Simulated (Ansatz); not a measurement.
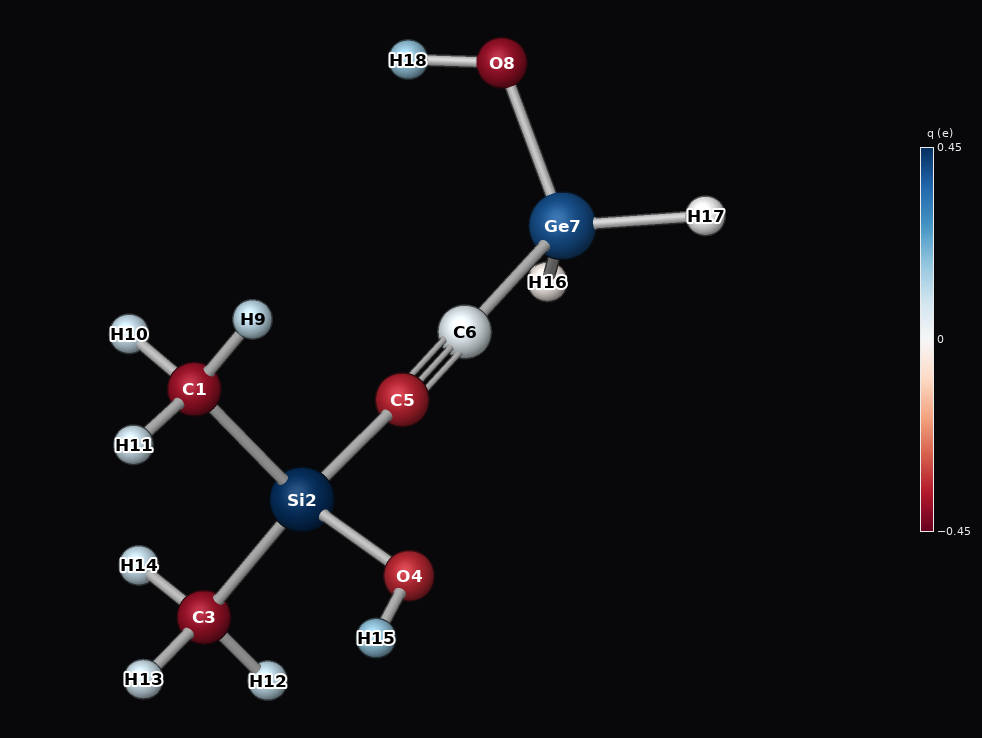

Atoms are coloured by their Mulliken charges. The geometry was computed by an optimisation with PBE0-D4/def2-TZVP. No frequency run is at hand to confirm it as a minimum. Level of theory: RKS PBE-D4/def2-TZVPP (Ansatz 0.2.0).

**Which atom carries the highest charge (most positive or least negative)?**

Si2 (0.45 e).

**And the lowest?**

C3, O8 (−0.39 e).

Give the Mulliken charges atom by atom.

```json
{"atom": "C1", "value (e)": "−0.38"}
{"atom": "Si2", "value (e)": "0.45"}
{"atom": "C3", "value (e)": "−0.39"}
{"atom": "O4", "value (e)": "−0.34"}
{"atom": "C5", "value (e)": "−0.34"}
{"atom": "C6", "value (e)": "0.05"}
{"atom": "Ge7", "value (e)": "0.40"}
{"atom": "O8", "value (e)": "−0.39"}
{"atom": "H9", "value (e)": "0.11"}
{"atom": "H10", "value (e)": "0.10"}
{"atom": "H11", "value (e)": "0.09"}
{"atom": "H12", "value (e)": "0.11"}
{"atom": "H13", "value (e)": "0.09"}
{"atom": "H14", "value (e)": "0.10"}
{"atom": "H15", "value (e)": "0.18"}
{"atom": "H16", "value (e)": "−0.02"}
{"atom": "H17", "value (e)": "0.00"}
{"atom": "H18", "value (e)": "0.18"}
```

Mulliken values depend strongly on the basis set and can even reverse the polarity of a bond.
